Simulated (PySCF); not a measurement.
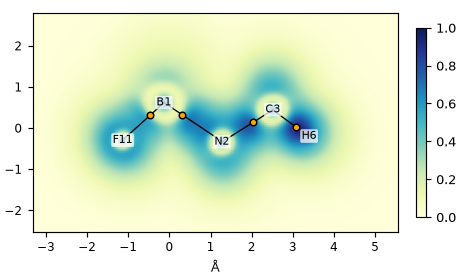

Figure 1: B(NH2Me)F3 (CH₅BF₃N). Localised orbital locator (LOL) in the plane of B1, N2, C3, H6 and F11, with bond paths and bond critical points (dots).

Level of theory: TPSS/def2-TZVP (PySCF), at a geometry from GFN2-xTB. No frequency check shows the geometry to be a minimum.

Coordinates in Å:

```
B1       0.5997   -0.0665   -0.0011
N2      -0.8832    0.7692   -0.0347
C3      -2.0533   -0.1127    0.0090
H4      -0.8698    1.3244   -0.8877
H5      -0.8637    1.3997    0.7657
H6      -2.9831    0.4557   -0.0077
H7      -2.0124   -0.7868   -0.8421
H8      -2.0060   -0.7065    0.9205
F9       0.5801   -0.8506   -1.1025
F10      0.5884   -0.7473    1.1666
F11      1.5247    0.9244   -0.0368
```

> Rank the bonds in the plane by LOL at their critical points.

C3–H6: about 0.90; N2–C3: about 0.71; B1–N2: about 0.40; B1–F11: about 0.31. Values above 0.5 mark slow, localised electrons, as in shared pairs; low values at a critical point mark a polar or closed-shell contact whose critical point lies between the shells.

> Where along B1–N2 does the critical point lie?

0.54 Å from B1 and 1.16 Å from N2.

Run time: 2.5 min on 1 thread of Intel(R) Xeon(R) Processor @ 2.50GHz (Skylake/Cascade Lake) (shared host), peak memory 0.78 GiB.
